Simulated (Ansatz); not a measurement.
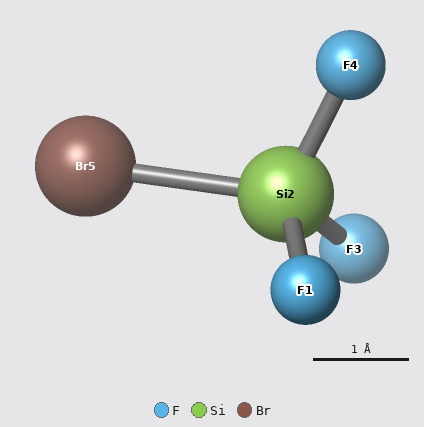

The structure (ball-and-stick view, seen at a tilt; atoms are numbered from 1 in the order of the input).

## Two runs on SiBrF₃

System: SiBrF₃, SMILES F[Si](F)(F)Br.
Method of run 1: RKS PBE0-D4/def2-TZVPP (Ansatz 0.2.0).

The geometry comes from this level: PBE0-D4/def2-TZVP. Text and figures count atoms from 1; the logs count them from 0 in places.

## The input, run 1
```yaml
crystal:
  periodic: [false, false, false]
  atoms:
    - {symbol: F, position_ang: [-0.028968, 0.035613, 1.596569]}
    - {symbol: Si, position_ang: [0.067125, -0.086262, 0.036828]}
    - {symbol: F, position_ang: [-0.415976, -1.518860, -0.376893]}
    - {symbol: F, position_ang: [1.570838, 0.066540, -0.378366]}
    - {symbol: Br, position_ang: [-1.143020, 1.429369, -0.919639]}
basis:
  gaussian: {orbitals: def2-TZVPP}
hamiltonian: {xc: pbe0, dispersion: d4}
output: {orbitals: {seedname: orbitals}}
```

Hardware: 2 CPU threads, shared host.

## Output (run 1)
```
Functional definition: PBE0
  parameter a = 0.25
  parameter kappa = 0.804
  parameter beta = 0.06672455060314922
  exchange = (1 - a)*pbe_x(kappa = kappa, mu = beta*pi^2/3) + a*exact_x
  correlation = pbe_c(beta = beta)
1172 factors; their error is unknown
mean field evaluation 1: about -86062.4726 eV, gradient 5.1e1 eV
mean field evaluation 2: about -86058.3609 eV, gradient 7.6e1 eV
mean field evaluation 4: about -86065.8636 eV, gradient 8.8e-1 eV
mean field evaluation 8: about -86066.3450 eV, gradient 4.2e-1 eV
mean field evaluation 16: about -86066.3452 eV, gradient 1.6e-5 eV
mean field -86066.34517446 eV, -3162.8798472973 hartree, gradient 1.6e-5 eV, S^2 0.000000; 0 other end points of the search recorded, 0 dependent functions left out
reference -86066.34519634 eV, -3162.8798481016 hartree; 38, 38 occupied and 145, 145 virtual orbitals, 1172 factors
Total energy: -86066.45775860 eV, -3162.8839846883 hartree
```

The input of run 2 differs as follows (lines with − go, lines with + come):
```diff
-  gaussian: {orbitals: def2-TZVPP}
+  gaussian: {orbitals: "def2-QZVPP.json"}
```

How does run 2 compare with run 1?

The total energy of run 2 is 50.3 kcal/mol lower, which measures the change of basis and not a stability. The LUMO goes from −0.03 to −0.23 eV. The basis functions go from 183 to 330.

## Output (run 2)
```
Functional definition: PBE0
  parameter a = 0.25
  parameter kappa = 0.804
  parameter beta = 0.06672455060314922
  exchange = (1 - a)*pbe_x(kappa = kappa, mu = beta*pi^2/3) + a*exact_x
  correlation = pbe_c(beta = beta)
1485 factors; their error is unknown
mean field evaluation 1: about -86064.8397 eV, gradient 5.2e1 eV
mean field evaluation 2: about -86060.5656 eV, gradient 7.8e1 eV
mean field evaluation 4: about -86068.3350 eV, gradient 1.3e0 eV
mean field evaluation 8: about -86068.5267 eV, gradient 5.9e-2 eV
mean field -86068.52666648 eV, -3162.9600156504 hartree, gradient 2.6e-5 eV, S^2 0.000000; 0 other end points of the search recorded, 0 dependent functions left out
reference -86068.52669227 eV, -3162.9600165983 hartree; 38, 38 occupied and 292, 292 virtual orbitals, 1485 factors
Total energy: -86068.63925453 eV, -3162.9641531850 hartree
```

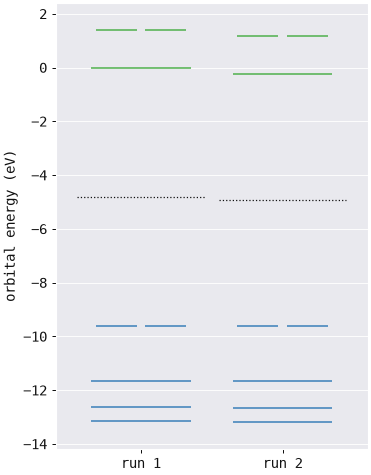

The five highest filled and three lowest empty orbital energies of the two runs; the dotted lines part filled from empty levels. The HOMO–LUMO gap is 9.57 eV in run 1 and 9.39 eV in run 2.

## The two runs side by side

```tsv
quantity	run 1	run 2
outcome	converged	converged
total energy (hartree)	−3162.883985	−3162.964153
HOMO (eV)	−9.60	−9.61
LUMO (eV)	−0.03	−0.23
basis functions	183	330
wall time (shared host)	4.7 s	13 s
```
